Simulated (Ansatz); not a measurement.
# AlGeH4Cl (SMILES [Cl][AlH][GeH3]): HF/STO-3G

What is the vertical singlet–triplet gap of AlGeH4Cl at HF/STO-3G? 

The results are computed with Ansatz 0.2.0.

66 further runs of the same task are left out: 66 set aside as unsound or not needed. Runs told in other sessions of the task aren't counted.

## 1. The structure to begin with

The species is AlGeH4Cl (7 atoms), meant as a singlet with charge 0. SMILES: `[Cl][AlH][GeH3]`. Geometry: relaxed at PBE0-D4/def2-TZVP.

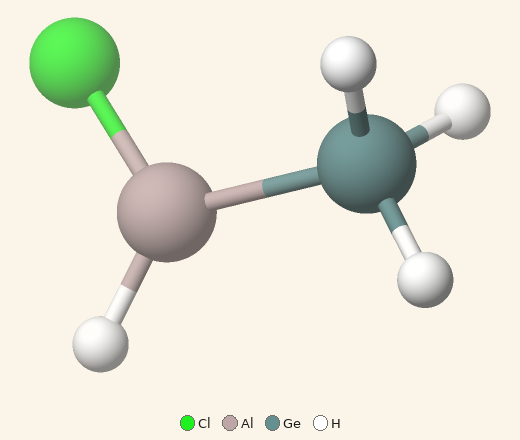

The structure, seen from a chosen angle (chlorine green, aluminium light grey, germanium teal, hydrogen white).

## 2. The energy at HF/STO-3G

Input file job.yaml:

```yaml
basis:
  gaussian: {orbitals: STO-3G}
crystal:
  periodic: [false, false, false]
  atoms:
    - {symbol: Cl, position_ang: [-2.499300, -1.527200, -0.126900]}
    - {symbol: Al, position_ang: [-0.425400, -1.314700, 0.144500]}
    - {symbol: Ge, position_ang: [0.501100, 0.959800, -0.093300]}
    - {symbol: H, position_ang: [0.379500, -2.632000, 0.480000]}
    - {symbol: H, position_ang: [0.225700, 1.522500, -1.499900]}
    - {symbol: H, position_ang: [-0.144000, 1.926400, 0.916800]}
    - {symbol: H, position_ang: [2.023700, 0.997300, 0.133100]}
hamiltonian: {xc: hf}
accuracy: high
output: {orbitals: {seedname: orbitals}}
```

The run is started by

```sh
$ ansatz run job.yaml --threads 1 --pin off --max-ram 2610MiB --events-out events.jsonl --progress --plain --runs-dir runs
```

The log of the run:

```text
Warning: RAYON_NUM_THREADS=1 ignored (pool sized by the plan → 1); use --threads N
Functional definition: HF
  name "HF"
  exchange = exact_x
  correlation = 0
666 factors; integrals over basis functions are off by at most 1.5e-8 eV
mean field evaluation 1: about -74769.6736 eV, gradient 1.7e1 eV
mean field evaluation 2: about -74769.6841 eV, gradient 1.7e1 eV
mean field evaluation 4: about -74771.1502 eV, gradient 9.2e-1 eV
mean field evaluation 8: about -74771.1553 eV, gradient 4.6e-6 eV
mean field -74771.15531891 eV, -2747.7892762605 hartree, gradient 9.1e-8 eV, S^2 0.000000; 0 other end points of the search recorded, 0 dependent functions left out
reference -74771.15531891 eV, -2747.7892762605 hartree; 33, 33 occupied and 7, 7 virtual orbitals, 666 factors
Total energy: -74771.15531891 eV, -2747.7892762605 hartree
```

Run time: 0.51 s. Hardware: 1 thread of Arm Neoverse V1, shared host.

## 3. The triplet, same level

Input file in.yaml:

```yaml
crystal:
  periodic: [false, false, false]
  atoms:
    - {symbol: Cl, position_ang: [-2.499300, -1.527200, -0.126900]}
    - {symbol: Al, position_ang: [-0.425400, -1.314700, 0.144500]}
    - {symbol: Ge, position_ang: [0.501100, 0.959800, -0.093300]}
    - {symbol: H, position_ang: [0.379500, -2.632000, 0.480000]}
    - {symbol: H, position_ang: [0.225700, 1.522500, -1.499900]}
    - {symbol: H, position_ang: [-0.144000, 1.926400, 0.916800]}
    - {symbol: H, position_ang: [2.023700, 0.997300, 0.133100]}
basis:
  gaussian:
    orbitals: STO-3G
magnetization:
  spin_polarized: true
  initial_magnetization: 2
hamiltonian:
  xc: hf
accuracy: high
output:
  orbitals: {seedname: orbitals}
```

The run is started by

```sh
$ ansatz run in.yaml --threads 1 --pin off --max-ram 2610MiB --events-out events.jsonl --progress --plain --runs-dir runs
```

The log of the run:

```text
Warning: RAYON_NUM_THREADS=1 ignored (pool sized by the plan → 1); use --threads N
Functional definition: HF
  name "HF"
  exchange = exact_x
  correlation = 0
666 factors; integrals over basis functions are off by at most 1.5e-8 eV
mean field evaluation 1: about -74761.3624 eV, gradient 1.1e1 eV
mean field evaluation 2: about -74761.4224 eV, gradient 1.1e1 eV
mean field evaluation 4: about -74762.9560 eV, gradient 1.3e0 eV
mean field evaluation 8: about -74763.0385 eV, gradient 8.9e-2 eV
mean field evaluation 16: about -74763.2982 eV, gradient 1.2e0 eV
mean field evaluation 32: about -74763.7153 eV, gradient 6.8e-1 eV
mean field evaluation 64: about -74763.8145 eV, gradient 1.2e0 eV
mean field evaluation 96: about -74763.8769 eV, gradient 1.1e0 eV
mean field evaluation 128: about -74763.0365 eV, gradient 6.2e-8 eV
mean field -74763.91426546 eV, -2747.5231724543 hartree, gradient 2.3e-8 eV, S^2 2.005043; 3 other end points of the search recorded, 0 dependent functions left out
reference -74763.91426546 eV, -2747.5231724543 hartree; 34, 32 occupied and 6, 8 virtual orbitals, 666 factors
Total energy: -74763.91426546 eV, -2747.5231724543 hartree
```

It took 2.3 s on 1 thread of Arm Neoverse V1, shared host; peak memory 0.12 GiB.

## 4. What came out

At HF/STO-3G:

| quantity | value |
| --- | --- |
| singlet: total energy | -2747.78928 Eh |
| singlet: HOMO energy | -8.17 eV |
| singlet: LUMO energy | 7.18 eV |
| singlet: HOMO–LUMO gap | 15.35 eV |
| triplet: total energy | -2747.52317 Eh |
| triplet: HOMO energy (highest over α and β) | -1.37 eV |
| triplet: LUMO energy (lowest over α and β) | -0.47 eV |
| triplet: ⟨S²⟩ | 2.005 |
| vertical energy of the triplet above the singlet | 7.241 eV |

In words: At this shape the triplet lies 7.24 eV (167 kcal/mol) above the singlet. In a minimal basis such a difference can be off by several eV, whatever the method.
